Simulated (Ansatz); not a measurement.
## What a change does: single-point calculation on C₂H₆CuN

System: C₂H₆CuN, SMILES C[N](C)[Cu].
Method of run A: RKS SPW92/def2-TZVPP (Ansatz 0.2.0).

The geometry comes from this level: PBE0-D4/def2-TZVP. Text and figures count atoms from 1; the logs count them from 0 in places.

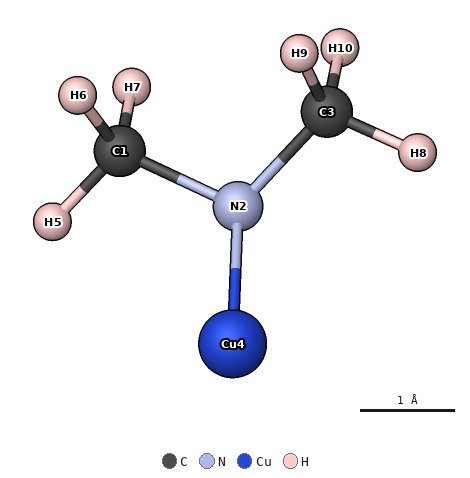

The structure (ball-and-stick view, seen at a tilt; atoms are numbered from 1 in the order of the input). Sticks mark near contacts. Bond lengths as drawn: Cu–N 1.84 Å, C–H 1.09 to 1.10 Å and C–N 1.44 Å.

### Input file, run A
```yaml
crystal:
  periodic: [false, false, false]
  atoms:
    - {symbol: C, position_ang: [-0.202962, 1.019330, -0.586969]}
    - {symbol: N, position_ang: [-0.357381, -0.400304, -0.391549]}
    - {symbol: C, position_ang: [0.575026, -0.876560, 0.599001]}
    - {symbol: Cu, position_ang: [-2.084209, -1.008787, -0.231486]}
    - {symbol: H, position_ang: [-0.888398, 1.386814, -1.354669]}
    - {symbol: H, position_ang: [-0.351421, 1.630651, 0.321185]}
    - {symbol: H, position_ang: [0.822682, 1.229500, -0.936137]}
    - {symbol: H, position_ang: [0.483652, -1.956773, 0.736917]}
    - {symbol: H, position_ang: [0.481377, -0.398779, 1.590692]}
    - {symbol: H, position_ang: [1.604730, -0.676293, 0.256014]}
basis:
  gaussian: {orbitals: def2-TZVPP}
hamiltonian: {xc: lda}
output: {orbitals: {seedname: orbitals}}
```

Hardware: 4 CPU threads, shared host.

### Output (run A)
```
Functional definition: SPW92
  exchange = slater_x
  correlation = pw_c
1374 factors; their error is unknown
mean field evaluation 1: about -48175.4058 eV, gradient 9.6e1 eV
mean field evaluation 2: about -47953.9589 eV, gradient 3.4e2 eV
mean field evaluation 4: about -48189.5499 eV, gradient 7.9e1 eV
mean field evaluation 8: about -48195.4118 eV, gradient 7.0e-1 eV
mean field evaluation 16: about -48195.3614 eV, gradient 2.6e-3 eV
mean field -48195.36138163 eV, -1771.1468627858 hartree, gradient 2.3e-5 eV, S^2 0.000000; 1 other end points of the search recorded, 0 dependent functions left out
reference -48195.36142850 eV, -1771.1468645082 hartree; 27, 27 occupied and 214, 214 virtual orbitals, 1374 factors
Total energy: -48195.36142850 eV, -1771.1468645082 hartree
```

For run B the input was changed thus:
```diff
-hamiltonian: {xc: lda}
+hamiltonian: {xc: {name: B97M-V}}
```

What does this change do to the results?

The total energies belong to different methods, so their difference says nothing on which is more stable or more accurate. The HOMO goes from −4.31 to −4.39 eV. The LUMO goes from −3.29 to −3.12 eV.

### Output (run B)
```
Functional definition: B97M-V
  parameter cx00 = 1.000
  parameter cx01 = 1.308
  parameter cx02 = 1.901
  parameter cx10 = 0.416
  parameter cx11 = 3.070
  parameter css00 = 1.000
  parameter css02 = -1.855
  parameter css10 = -5.668
  parameter css32 = -20.497
  parameter css42 = -20.364
  parameter cos00 = 1.000
  parameter cos01 = 1.573
  parameter cos03 = -6.298
  parameter cos10 = 2.535
  parameter cos32 = -6.427
  parameter b = 6.0
  parameter c = 0.01
  gx(w, u) = cx00 + cx01*u + cx02*u^2 + (cx10 + cx11*u)*w
  gss(w, u) = css00 + css02*u^2 + css10*w + (css32*w^3 + css42*w^4)*u^2
  gos(w, u) = cos00 + cos01*u + cos03*u^3 + cos10*w + cos32*w^3*u^2
  exchange = spin_sum(e_x_unif_s*gx(b97_w, b97_u_x))
  correlation = spin_sum(e_c_pw_mod_same_spin*gss(b97_w, b97_u_same))
      + integral(e_c_pw_mod_opposite_spin*gos(b97_w_opposite, b97_u_opposite)) + vv10(b, c)
1374 factors; their error is unknown
mean field evaluation 1: about -48277.4186 eV, gradient 9.3e1 eV
mean field evaluation 2: about -48002.5883 eV, gradient 4.8e2 eV
mean field evaluation 4: about -48286.4422 eV, gradient 7.9e1 eV
mean field evaluation 8: about -48293.7625 eV, gradient 5.8e-1 eV
mean field evaluation 16: about -48293.7147 eV, gradient 4.8e-3 eV
mean field -48293.71473684 eV, -1774.7612819233 hartree, gradient 2.7e-5 eV, S^2 0.000000; 1 other end points of the search recorded, 0 dependent functions left out
reference -48293.71480654 eV, -1774.7612844847 hartree; 27, 27 occupied and 214, 214 virtual orbitals, 1374 factors
Total energy: -48293.71480654 eV, -1774.7612844847 hartree
```

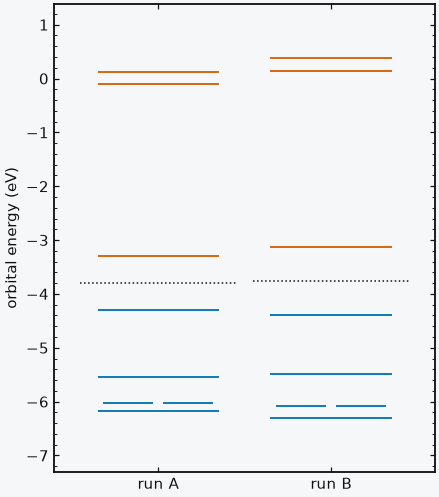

The five highest filled and three lowest empty orbital energies of the two runs; the dotted lines part filled from empty levels. The HOMO–LUMO gap is 1.02 eV in run A and 1.27 eV in run B.

### The two runs side by side

| quantity | run A | run B |
| --- | --- | --- |
| outcome | converged | converged |
| total energy (hartree) | −1771.146865 | −1774.761284 |
| HOMO (eV) | −4.31 | −4.39 |
| LUMO (eV) | −3.29 | −3.12 |
| basis functions | 241 | 241 |
| wall time (shared host) | 1.7 s | 7.5 s |
